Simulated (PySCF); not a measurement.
# CH2ClF (chlorofluoromethane): levels of theory compared

Wanted: a comparison of 6 runs (B2PLYP/aug-cc-pVDZ, BHLYP/aug-cc-pVDZ, CAM-B3LYP/aug-cc-pVDZ, revPBE/aug-cc-pVDZ, wB97M-V/aug-cc-pVDZ, wB97X/aug-cc-pVDZ) of CH2ClF (chlorofluoromethane). Input form: a Python script.

The results are computed with PySCF 2.14.0.

1 further run of the same task is left out (set aside as unsound or not needed).

### 1 Starting point

CH2ClF: 5 atoms, total charge 0, spin state singlet. As SMILES, `FCCl`. The coordinates come from a PBE0-D4/def2-TZVP relaxation.

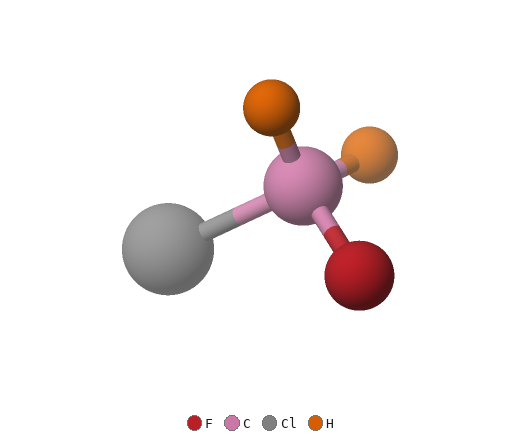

The structure, seen from a chosen angle (fluorine red, carbon pink, chlorine grey, hydrogen orange).

### 2 A single-point energy at B2PLYP/aug-cc-pVDZ (run 1)

File job.py:

```python
# FCCl
from pyscf import gto, dft, mp

mol = gto.Mole()
mol.atom = '''
F     -1.833885     1.059229     1.448475
C      0.157906     0.168790     0.109736
Cl    -0.799297    -2.329824    -1.886060
H      1.572498    -0.571831     1.408942
H      0.902760     1.673674    -1.081075
'''
mol.basis = 'aug-cc-pvdz'
mol.charge = 0
mol.unit = 'bohr'
mol.verbose = 3
mol.max_memory = 1860
mol.build()

mf = dft.RKS(mol)
mf.xc = '0.53*HF + 0.47*B88, 0.73*LYP'
mf.conv_tol = 1e-10
mf.grids.level = 5
mf.kernel()
if not mf.converged:
    mf = mf.newton().run(mf.mo_coeff, mf.mo_occ)

pt = mp.MP2(mf, frozen=7).run()
etot = mf.e_tot + 0.27 * pt.e_corr
print('PT2 part  %.8f' % (0.27 * pt.e_corr))
print('Final energy', etot)
```

Launch:

```sh
$ OMP_NUM_THREADS=1 python job.py
```

Log:

```text
converged SCF energy = -598.949766930281
E(RMP2) = -599.553352152307  E_corr = -0.60358522202588
E(SCS-RMP2) = -599.536619026056  E_corr = -0.586852095775109
PT2 part  -0.16296801
Final energy -599.1127349402277
```

It took 14 s on 1 thread of Arm Neoverse V1, shared host; peak memory 0.44 GiB.

### 3 A single-point energy at BHLYP/aug-cc-pVDZ (run 2)

File input.py:

```python
from pyscf import gto, dft

system = gto.Mole()
system.atom = '''
F   -0.970450   0.560520   0.766500
C    0.083560   0.089320   0.058070
Cl  -0.422970  -1.232890  -0.998060
H    0.832130  -0.302600   0.745580
H    0.477720   0.885670  -0.572080
'''
system.basis = 'aug-cc-pvdz'
system.max_memory = 1860
system.verbose = 3
system.build()

mf = dft.RKS(system)
mf.xc = 'bhandhlyp'
mf.conv_tol = 1e-10
mf.grids.level = 5
mf.kernel()
if not mf.converged:
    mf = mf.newton().run(mf.mo_coeff, mf.mo_occ)

energy = mf.e_tot
print(f'total energy: {energy:.8f} hartree')
```

Launch:

```sh
$ OMP_NUM_THREADS=1 python input.py
```

Log:

```text
converged SCF energy = -599.303762507018
total energy: -599.30376251 hartree
```

Run time: 13 s. Hardware: 1 thread of Arm Neoverse V1, shared host; peak memory 0.44 GiB.

Runs 3 to 4 aren't shown in full; the table further down has their settings and results.

### 4 The energy at wB97M-V/aug-cc-pVDZ (run 5)

File mol.xyz:

```xyz
5
CH2ClF
F     -0.970450     0.560520     0.766500
C      0.083560     0.089320     0.058070
Cl    -0.422970    -1.232890    -0.998060
H      0.832130    -0.302600     0.745580
H      0.477720     0.885670    -0.572080
```

File calc.py:

```python
from pyscf import gto, dft

mol = gto.Mole()
mol.atom = 'mol.xyz'
mol.max_memory = 1860
mol.basis = 'aug-cc-pvdz'
mol.verbose = 4
mol.build()

ks = dft.RKS(mol)
ks.xc = 'wb97m-v'
ks.nlcgrids.level = 1
ks.conv_tol = 1e-10
ks.grids.level = 5
ks.kernel()
if not ks.converged:
    ks = ks.newton().run(ks.mo_coeff, ks.mo_occ)

e_final = ks.e_tot
print(f'total energy: {e_final:.8f} hartree')
```

Launch:

```sh
$ OMP_NUM_THREADS=1 python calc.py
```

Log:

```text
PySCF version 2.14.0

[... 83 lines left out ...]
converged SCF energy = -599.297880848212
total energy: -599.29788085 hartree
```

Wall time 56 s (1 thread of Arm Neoverse V1, shared host); peak memory 0.5 GiB.

### 5 The energy at wB97X/aug-cc-pVDZ (run 6)

File input.py:

```python
# FCCl
from pyscf import gto, dft

mol = gto.M(
    atom='''
F   -0.970450   0.560520   0.766500
C    0.083560   0.089320   0.058070
Cl  -0.422970  -1.232890  -0.998060
H    0.832130  -0.302600   0.745580
H    0.477720   0.885670  -0.572080
''',
    verbose=3,
    max_memory=1860,
    basis='aug-cc-pvdz',
    charge=0,
)

ks = dft.RKS(mol)
ks.xc = 'wb97x'
ks.conv_tol = 1e-10
ks.grids.level = 5
ks.kernel()
if not ks.converged:
    ks = ks.newton().run(ks.mo_coeff, ks.mo_occ)

e_tot = ks.e_tot
print('Final energy', e_tot)
```

Launch:

```sh
$ OMP_NUM_THREADS=1 python input.py
```

Log:

```text
converged SCF energy = -599.331681328028
Final energy -599.331681328028
```

It took 19 s on 1 thread of Arm Neoverse V1, shared host; peak memory 0.44 GiB.

### 6 The series

| run | level | frozen core orbitals | nlc grid | energy (Eh) | dipole moment (D) | HOMO energy (eV) | LUMO energy (eV) | wall time |
| --- | --- | --- | --- | --- | --- | --- | --- | --- |
| 1 | B2PLYP/aug-cc-pVDZ | 7 | – | -599.112735 | 1.93 | -10.20 | 0.27 | 14 s |
| 2 | BHLYP/aug-cc-pVDZ | – | – | -599.303763 | 1.92 | -10.25 | 0.15 | 13 s |
| 3 | CAM-B3LYP/aug-cc-pVDZ | – | – | -599.333921 | 1.87 | -10.33 | 0.27 | 19 s |
| 4 | revPBE/aug-cc-pVDZ | – | – | -599.238976 | 1.72 | -7.39 | -0.80 | 13 s |
| 5 | wB97M-V/aug-cc-pVDZ | – | 1 | -599.297881 | 1.83 | -11.24 | 0.39 | 56 s |
| 6 | wB97X/aug-cc-pVDZ | – | – | -599.331681 | 1.88 | -11.40 | 1.16 | 19 s |

### 7 Summary of results

| quantity | value |
| --- | --- |
| run 6: total energy | -599.33168 Eh |
| run 6: dipole moment | 1.88 D |
| run 6: HOMO energy | -11.40 eV |
| run 6: LUMO energy | 1.16 eV |
| run 6: HOMO–LUMO gap | 12.55 eV |

In words: The dipole moment (its size) runs from 1.72 D (revPBE/aug-cc-pVDZ) to 1.93 D (B2PLYP/aug-cc-pVDZ). A double hybrid's value is that of its SCF part. The HOMO–LUMO gap runs from 6.59 eV (revPBE/aug-cc-pVDZ) to 12.55 eV (wB97X/aug-cc-pVDZ). Totals of different functionals can't be ranked against each other. All runs together took 2.2 min, the longest 56 s.
